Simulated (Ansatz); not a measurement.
# SiNH4 (SMILES [NH][SiH3]) at U-wB97M-V/def2-TZVP

What is the energy change on altering one bond length of SiNH4 at U-wB97M-V/def2-TZVP? 

The calculation is run with Ansatz 0.2.0.

43 further runs of the same task are left out: 43 set aside as unsound or not needed.

## Step 1: The molecule

SiNH4 has 6 atoms, charge 0, and is taken as a doublet. As SMILES, `[NH][SiH3]`. The shape is that of a PBE0-D4/def2-TZVP optimisation.

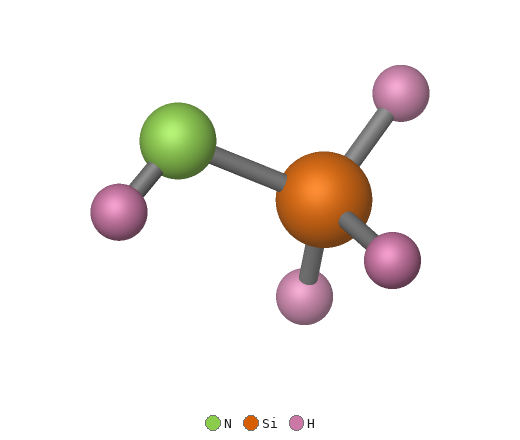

Viewed from a chosen angle; nitrogen green, silicon orange, hydrogen pink.

## Step 2: The energy at U-wB97M-V/def2-TZVP

The input, input.yaml:

```yaml
crystal:
  periodic: [false, false, false]
  atoms:
    - {symbol: N, position_ang: [0.592100, -0.835200, 0.909500]}
    - {symbol: Si, position_ang: [-0.203700, 0.347600, -0.110000]}
    - {symbol: H, position_ang: [0.922800, -1.640700, 0.372700]}
    - {symbol: H, position_ang: [-1.310600, -0.282300, -0.885500]}
    - {symbol: H, position_ang: [0.789500, 0.911800, -1.068900]}
    - {symbol: H, position_ang: [-0.748100, 1.434800, 0.736200]}
basis:
  gaussian:
    orbitals: def2-TZVP
magnetization:
  spin_polarized: true
  initial_magnetization: 1
hamiltonian:
  xc: {name: wB97M-V}
accuracy: high
output:
  orbitals: {seedname: orbitals}
```

Started as:

```bash
$ ansatz run input.yaml --threads 1 --pin off --max-ram 3480MiB --events-out events.jsonl --progress --plain --runs-dir runs
```

The program printed:

```text
Warning: RAYON_NUM_THREADS=1 ignored (pool sized by the plan → 1); use --threads N
Functional definition: wB97M-V
  name "wB97M-V"
  parameter omega = 0.3/bohr
  parameter cx = 0.15
  parameter cx01 = 1.007
  parameter cx10 = 0.259
  parameter css00 = 0.443
  parameter css04 = -1.437
  parameter css10 = -4.535
  parameter css20 = -3.390
  parameter css43 = 4.278
  parameter cos00 = 1.000
  parameter cos10 = 1.358
  parameter cos20 = 2.924
  parameter cos21 = -8.812
  parameter cos60 = -1.390
  parameter cos61 = 9.142
  parameter b = 6.0
  parameter c = 0.01
  gx(w, u) = 1 - cx + cx01*u + cx10*w
  gss(w, u) = css00 + css04*u^4 + css10*w + css20*w^2 + css43*w^4*u^3
  gos(w, u) = cos00 + cos10*w + (cos20 + cos21*u)*w^2 + (cos60 + cos61*u)*w^6
  exchange = spin_sum(e_x_unif_sr(omega)*gx(b97_w, b97_u_x)) + cx*exact_x_sr(omega) + exact_x_lr(omega)
  correlation = spin_sum(e_c_pw_mod_same_spin*gss(b97_w, b97_u_same))
      + integral(e_c_pw_mod_opposite_spin*gos(b97_w_opposite, b97_u_opposite)) + vv10(b, c)
1669 factors; integrals over basis functions are off by at most 3.6e-9 eV
306 factors; integrals over basis functions are off by at most 1.9e-9 eV
mean field evaluation 1: about -9426.4824 eV, gradient 2.8e1 eV
mean field evaluation 2: about -9426.1131 eV, gradient 3.1e1 eV
mean field evaluation 4: about -9430.3385 eV, gradient 7.7e-1 eV
mean field evaluation 8: about -9430.4117 eV, gradient 9.2e-2 eV
mean field evaluation 16: about -9430.4119 eV, gradient 1.7e-3 eV
mean field evaluation 32: about -9430.4119 eV, gradient 1.2e-7 eV
mean field -9430.41192643 eV, -346.5612461335 hartree, gradient 1.1e-8 eV, S^2 0.753646; 2 other end points of the search recorded, 0 dependent functions left out
reference -9430.41193076 eV, -346.5612462927 hartree; 13, 12 occupied and 79, 80 virtual orbitals, 1669 factors
Total energy: -9430.41193076 eV, -346.5612462927 hartree
```

Run time: 60 s. Hardware: 1 thread of Arm Neoverse V2, shared host; peak memory 0.69 GiB.

## Step 3: The distorted shape, same level

The input, input.yaml:

```yaml
crystal:
  periodic: [false, false, false]
  atoms:
    - {symbol: N, position_ang: [0.195261, 0.131397, 1.553658]}
    - {symbol: Si, position_ang: [-0.600539, 1.314197, 0.534158]}
    - {symbol: H, position_ang: [0.922800, -1.640700, 0.372700]}
    - {symbol: H, position_ang: [-1.707439, 0.684297, -0.241342]}
    - {symbol: H, position_ang: [0.392661, 1.878397, -0.424742]}
    - {symbol: H, position_ang: [-1.144939, 2.401397, 1.380358]}
basis:
  gaussian: {orbitals: def2-TZVP}
magnetization: {spin_polarized: true, initial_magnetization: 1}
hamiltonian: {xc: {name: wB97M-V}}
accuracy: high
output: {orbitals: {seedname: orbitals}}
```

Started as:

```bash
$ ansatz run input.yaml --threads 1 --pin off --max-ram 3480MiB --events-out events.jsonl --progress --plain --runs-dir runs
```

The program printed, shortened:

```text
Warning: RAYON_NUM_THREADS=1 ignored (pool sized by the plan → 1); use --threads N
[... 2 set-up lines as earlier in the session ...]
[...]
  gx(w, u) = 1 - cx + cx01*u + cx10*w
  gss(w, u) = css00 + css04*u^4 + css10*w + css20*w^2 + css43*w^4*u^3
  gos(w, u) = cos00 + cos10*w + (cos20 + cos21*u)*w^2 + (cos60 + cos61*u)*w^6
[...]
      + integral(e_c_pw_mod_opposite_spin*gos(b97_w_opposite, b97_u_opposite)) + vv10(b, c)
1667 factors; integrals over basis functions are off by at most 3.6e-9 eV
318 factors; integrals over basis functions are off by at most 2.3e-9 eV
[...]
mean field -9426.21979314 eV, -346.4071880768 hartree, gradient 2.8e-8 eV, S^2 1.573197; 1 other end points of the search recorded, 0 dependent functions left out
reference -9426.21979776 eV, -346.4071882463 hartree; 13, 12 occupied and 79, 80 virtual orbitals, 1667 factors
Total energy: -9426.21979776 eV, -346.4071882463 hartree
```

It took 80 s on 1 thread of Arm Neoverse V2, shared host; peak memory 0.69 GiB.

## Step 4: What came out

Level: U-wB97M-V/def2-TZVP.

| quantity | value |
| --- | --- |
| first shape: total energy | -346.56125 Eh |
| first shape: HOMO energy (highest over α and β) | -10.38 eV |
| first shape: LUMO energy (lowest over α and β) | -1.35 eV |
| first shape: ⟨S²⟩ | 0.754 |
| distorted shape: total energy | -346.40719 Eh |
| distorted shape: HOMO energy (highest over α and β) | -10.42 eV |
| distorted shape: LUMO energy (lowest over α and β) | -1.16 eV |
| distorted shape: ⟨S²⟩ | 1.573 |
| energy change with the N1–H3 bond stretched from 1.023 to 2.250 Å | 4.192 eV |

What this shows: With the N1–H3 bond stretched from 1.023 to 2.250 Å the energy rises by 4.19 eV (97 kcal/mol). The first shape isn't relaxed at this level, so the change isn't measured from a minimum. ⟨S²⟩ (distorted shape) is 1.57 where a pure doublet has 0.75: the reference is spin-contaminated.
